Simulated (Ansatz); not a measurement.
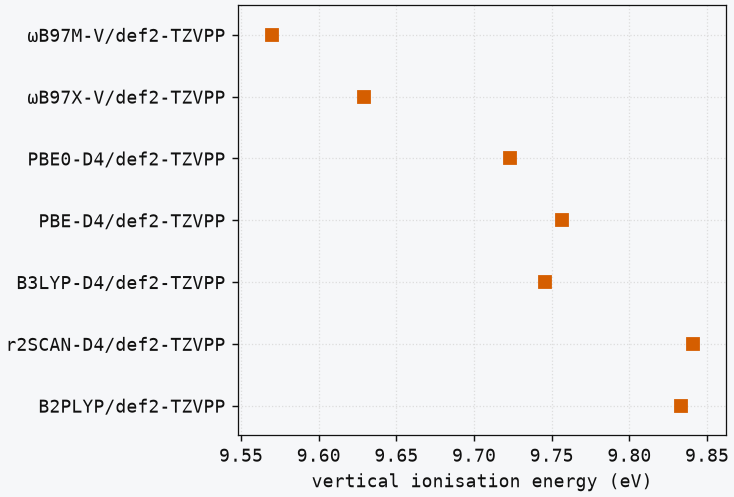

Vertical ionisation energy of As₂, taken as the energy of the cation less that of the neutral at fixed geometry (unrestricted doublet cation, cores frozen in correlated methods, no spin-orbit coupling), the Ansatz code 0.2.0, at a PBE0-D4/def2-TZVP geometry (a minimum by its frequencies).

Question: What range do the values span?

Answer: From 9.57 eV (ωB97M-V/def2-TZVPP) to 9.84 eV (r2SCAN-D4/def2-TZVPP).

Question: Give the values.

Answer:
```csv
level,eV
ωB97M-V/def2-TZVPP,9.57
ωB97X-V/def2-TZVPP,9.63
PBE0-D4/def2-TZVPP,9.72
PBE-D4/def2-TZVPP,9.76
B3LYP-D4/def2-TZVPP,9.75
r2SCAN-D4/def2-TZVPP,9.84
B2PLYP/def2-TZVPP,9.83
```

Caveats, for all or some of the runs: no scalar relativity up to krypton; outer-core shells are correlated without core-valence functions, which makes the correlated values less sure.
